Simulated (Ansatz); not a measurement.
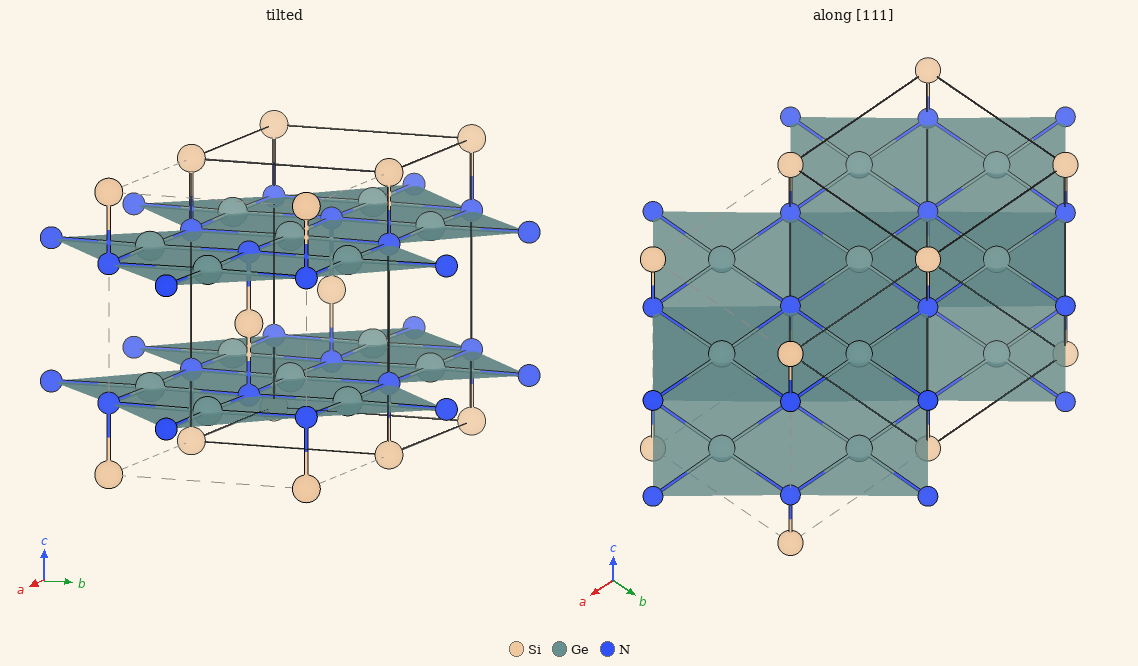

Shown here is a polyhedral view of the crystal, taken slightly off an axis and along [111]. The picture spans 2×1×1 cells, one conventional unit cell being drawn with solid lines. A few atoms beyond the faces are included. Cell: a = 4.884 Å, b = 4.884 Å, c = 6.540 Å, α = 90.00°, β = 90.00°, γ = 90.00°.

The structure is one of SiGe2N2. Its lattice is body-centred tetragonal, its space group I4/mmm (No. 139). Counting shared atoms by their share gives 2 Si, 4 Ge, 4 N, or 10 atoms. With all contacts inside bonding distance counted, the coordination numbers are Si 2, Ge 4 and N 5.

The initial geometry was a textbook structure type filled with these elements (whether it is the usual form wasn't checked). A relaxation with DFT PBE, scalar-relativistic, plane waves, PAW (Ansatz 0.2.0) gave the geometry drawn.
